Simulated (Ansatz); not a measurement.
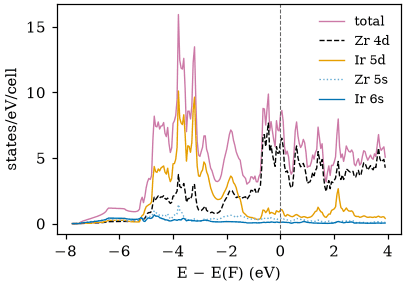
Figure. Total and projected density of states of Zr2Ir in space group I4/mcm (No. 140; Zr on 8h, Ir on 4a), the program Ansatz at the LDA level (PAW)

Question: Which orbitals carry the states next to the Fermi level?

Answer: Within 0.5 eV of the Fermi level: Zr 4d 75 %, Ir 5d 12 %, Zr 5s 5 %, outside the projected shells 5 %. Projections are on Löwdin-orthogonalised atomic valence shells; empty p or d shells of many metals are not among them.

Question: Where is the tallest occupied peak in this window, and what makes it?

Answer: Near -3.8 eV, about 16 states/eV per cell; the largest projected share is Ir 5d.

The first step of the workflow began from a Materials Project structure, measured or hypothetical; the Crystallography Open Database copy checked does not list it. Its standing as an ambient phase is unchecked. Symmetry was held in the LDA relaxation; its stability against distortions is not shown here. No spin polarisation was allowed. Scalar-relativistic: spin–orbit coupling is off unless named, which matters more the heavier the elements.

Potentials: the later of the program's two PAW sets.
